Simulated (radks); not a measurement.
**Numerical settings for Cu¹⁵⁺**

Aim: see which numerical settings matter for the copper ion Cu15+. Each run changes a setting or two against a run with the defaults. The defaults are a mesh step of 0.008 in ln r, a mesh end at 40 bohr or more, Anderson mixing 0.5 over 9 steps and a tight residual threshold, with the energy settled to 1e-9 hartree as well; every run has a cap on iterations.

The numbers are computed with radks (a radial shooting solver on a logarithmic mesh, Libxc functionals) version 1 (non-relativistic Kohn-Sham, r2SCAN, spin-polarised, spherical densities, point nucleus; open shells are filled with parallel spins first), except any that are marked as measured or tabulated.

## 1. The atom as given

```
element       : copper (Z = 29)
charge        : +15
electrons     : 14
configuration : [Ne] 3s2 3p2
```

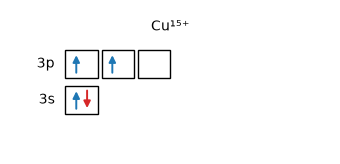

Outer shells as boxes.

## 2. Default settings

The run's settings:

```text
Z 29
configuration [Ne] 3s2 3p2
relativity non-relativistic
functional r2scan,r2scan
spin polarised
nucleus point
max_iterations 93
```

Command:

```bash
$ python run_ks.py task.json out
```

All runs below come from this command, one after another.

## 3. Mesh step in ln r 0.003

Changes since step 2:

```diff
@@ -6,2 +6,3 @@
 nucleus point
+mesh_step 0.003
 max_iterations 93
```

## 4. Mesh step in ln r 0.03

Changes since step 3:

```diff
@@ -6,3 +6,3 @@
 nucleus point
-mesh_step 0.003
+mesh_step 0.03
 max_iterations 93
```

## 5. Mesh step in ln r 0.05

Changes since step 4:

```diff
@@ -6,3 +6,3 @@
 nucleus point
-mesh_step 0.03
+mesh_step 0.05
 max_iterations 93
```

## 6. Mesh end (bohr) 5

Changes since step 5:

```diff
@@ -6,3 +6,3 @@
 nucleus point
-mesh_step 0.05
+mesh_end 5
 max_iterations 93
```

## 7. Mesh end (bohr) 1

Changes since step 6:

```diff
@@ -6,3 +6,3 @@
 nucleus point
-mesh_end 5
+mesh_end 1
 max_iterations 93
```

## 8. Residual threshold 1e-16

Changes since step 7:

```diff
@@ -6,3 +6,3 @@
 nucleus point
-mesh_end 1
+threshold 1e-16
 max_iterations 93
```

## 9. Residual threshold 0.01

Changes since step 8:

```diff
@@ -6,3 +6,3 @@
 nucleus point
-threshold 1e-16
+threshold 0.01
 max_iterations 93
```

## 10. Mixing 1.5

Changes since step 9:

```diff
@@ -6,3 +6,3 @@
 nucleus point
-threshold 0.01
+mixing 1.5
 max_iterations 93
```

## 11. Mixing history 1, mixing 0.8

Changes since step 10:

```diff
@@ -6,3 +6,4 @@
 nucleus point
-mixing 1.5
+history 1
+mixing 0.8
 max_iterations 93
```

## 12. Mixing history 1, mixing 1

Changes since step 11:

```diff
@@ -7,3 +7,3 @@
 history 1
-mixing 0.8
+mixing 1
 max_iterations 93
```

## 13. Mixing history 20

Changes since step 12:

```diff
@@ -6,4 +6,3 @@
 nucleus point
-history 1
-mixing 1
+history 20
 max_iterations 93
```

## 14. Iteration cap 3

Changes since step 13:

```diff
@@ -6,3 +6,2 @@
 nucleus point
-history 20
-max_iterations 93
+max_iterations 3
```

Q: Predict the outcome of this session. Wanted: for each run, setting; iterations; converged; change of E.

The runs gave:

```
                     setting  mesh points  iterations  converged  change of E (mhartree)    time
            Default settings         2476          11        yes                       0       -
     mesh step in ln r 0.003         6603          11        yes                       0  0.23 s
      mesh step in ln r 0.03          661          10        yes                 +0.1019  0.03 s
      mesh step in ln r 0.05          397          10        yes                  -2.291  0.02 s
           mesh end (bohr) 5         2216          11        yes                       0  0.09 s
           mesh end (bohr) 1         2015           9        yes                   +5119  0.07 s
    residual threshold 1e-16         2476          93         no                       -  0.47 s
     residual threshold 0.01         2476           8        yes                       0  0.08 s
                  mixing 1.5         2476          10        yes                       0  0.09 s
mixing history 1, mixing 0.8         2476          12        yes                       0   0.1 s
  mixing history 1, mixing 1         2476          11        yes                       0  0.09 s
           mixing history 20         2476          11        yes                       0  0.09 s
             iteration cap 3         2476           3         no                       -  0.03 s
```

In words: A zero stands for a change under the printed digits. Converged yet off by more than 1 mhartree: mesh step in ln r 0.05; mesh end (bohr) 1. Convergence of the cycle says nothing about the mesh. Not converged or rejected: residual threshold 1e-16; iteration cap 3. A mesh that ends early acts as a hard wall.
